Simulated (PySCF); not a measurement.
Molecule: SMILES CC[SiH2]c1ccco1 (C6H10OSi), singlet. Atoms near the plane z = 0.0 Å, at the GFN2-xTB optimised geometry (x, y, z in Å): C1 (-2.9, -2.0, 0.8), C2 (-1.8, -1.0, 0.8), Si3 (-0.2, -1.7, 0.0), C4 (1.1, -0.3, 0.0), C5 (2.4, -0.3, 0.0), C6 (2.8, 1.0, 0.0), C7 (1.7, 1.8, 0.0), O8 (0.6, 1.0, 0.0), H11 (-3.2, -2.4, -0.3), H13 (-2.1, -0.1, 0.2), H14 (0.3, -2.8, 0.7), H16 (3.1, -1.2, 0.0), H17 (3.8, 1.4, 0.0), H18 (1.5, 2.8, 0.0).

Computed with PBE0/def2-SVP in PySCF 2.14.0. Cells within 0.4 Å of a nucleus heavier than hydrogen are left out (blank, or x). The values are rescaled to run from 0 to 1.

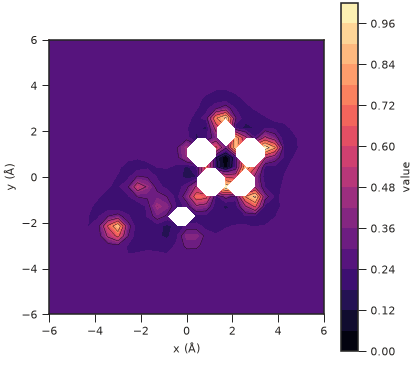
Figure. a field on the plane z = 0.0 Å.

### Question
Which quantity is mapped?
(A) electrostatic potential
(B) an orbital amplitude
(C) deformation density (molecule minus spherical neutral atoms)
(D) electron localisation function

### Answer
C, deformation density (molecule minus spherical neutral atoms). In full: deformation density (molecule minus spherical neutral atoms) (e/bohr³).
